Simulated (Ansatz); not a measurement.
Input file:

```
crystal:
  periodic: [false, false, false]
  atoms:
    - {symbol: C, position_ang: [0.404158, 2.019475, 0.261878]}
    - {symbol: S, position_ang: [-0.755003, 1.368297, -0.971437]}
    - {symbol: Ge, position_ang: [-1.062565, -0.668569, -0.146857]}
    - {symbol: C, position_ang: [0.582889, -1.715349, -0.219142]}
    - {symbol: H, position_ang: [0.598587, 3.058032, -0.005994]}
    - {symbol: H, position_ang: [-0.027715, 1.992676, 1.263081]}
    - {symbol: H, position_ang: [1.349436, 1.476509, 0.251643]}
    - {symbol: H, position_ang: [-2.165334, -1.295653, -1.015522]}
    - {symbol: H, position_ang: [-1.543136, -0.538092, 1.314331]}
    - {symbol: H, position_ang: [0.406101, -2.718145, 0.174290]}
    - {symbol: H, position_ang: [0.926972, -1.792417, -1.250703]}
    - {symbol: H, position_ang: [1.362610, -1.241864, 0.378633]}
basis:
  gaussian: {orbitals: def2-TZVPP}
hamiltonian: {xc: pbe0, dispersion: d4}
output: {orbitals: {seedname: orbitals}}
```

Run with:

```sh
ansatz run in.yaml --threads 4 --pin off --events-out ev --progress --plain --max-ram 10444MiB
```

Geometry: PBE0-D4/def2-TZVP.

Computed with RKS PBE0-D4/def2-TZVPP in Ansatz.

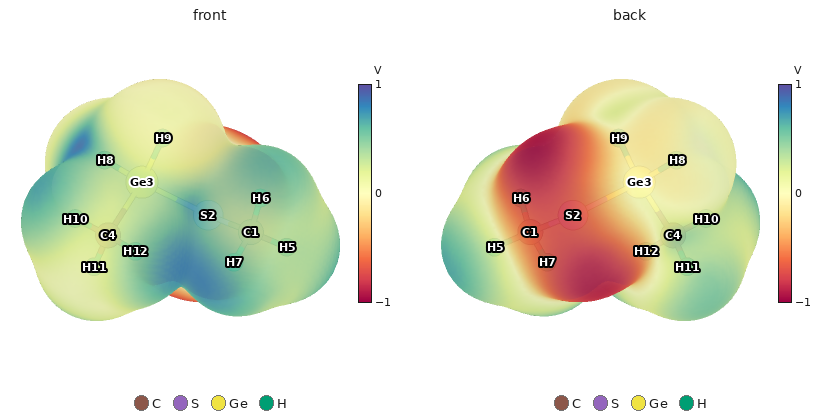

C₂H₈GeS (SMILES C[S][GeH2][CH3]). The electrostatic potential painted on the density surface at 0.001 e/bohr³, seen from the front and from behind; the colour scale runs from red (negative) to blue (positive).

Where is the surface potential most negative and most positive?

The most negative region (about −0.9 V, or −21 kcal/mol for a unit charge) lies over S2, the most positive (about +0.8 V, or +18 kcal/mol for a unit charge) over Ge3, H7 and H12.
